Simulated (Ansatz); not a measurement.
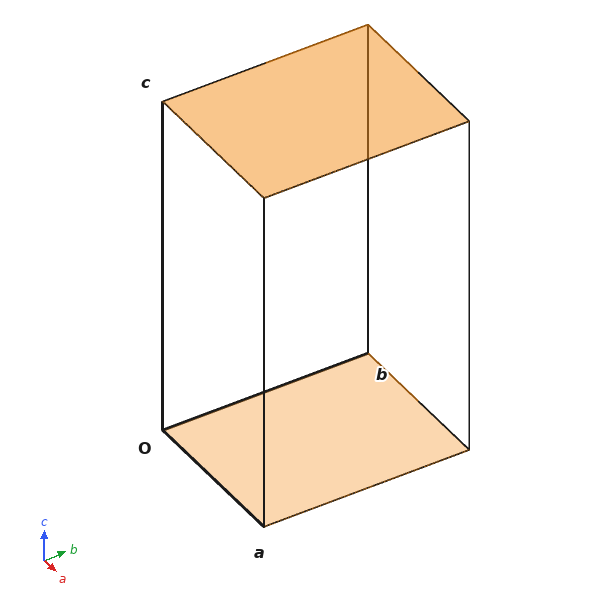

Every member of one family of equally spaced planes, hx + ky + lz = a whole number, that cuts the unit cell is shaded (one member passes through the origin O). Crystal: ZrB2, coordinates from a relaxation at fixed volume with Ansatz, DFT PBE, scalar-relativistic, plane waves, PAW. Geometry calculated from the standardised cell; symmetry tolerance 0.002 Å.

a = 3.110 Å, b = 3.110 Å, c = 3.462 Å, α = 90.00°, β = 90.00°, γ = 120.00°.

What are the Miller indices?

Answer. (0 0 1), in four indices (0 0 0 1); the opposite sign names the same planes. The member next to the origin meets the axes a never, b never, c at 1.

What is the spacing?

Answer. d = 3.462 Å.
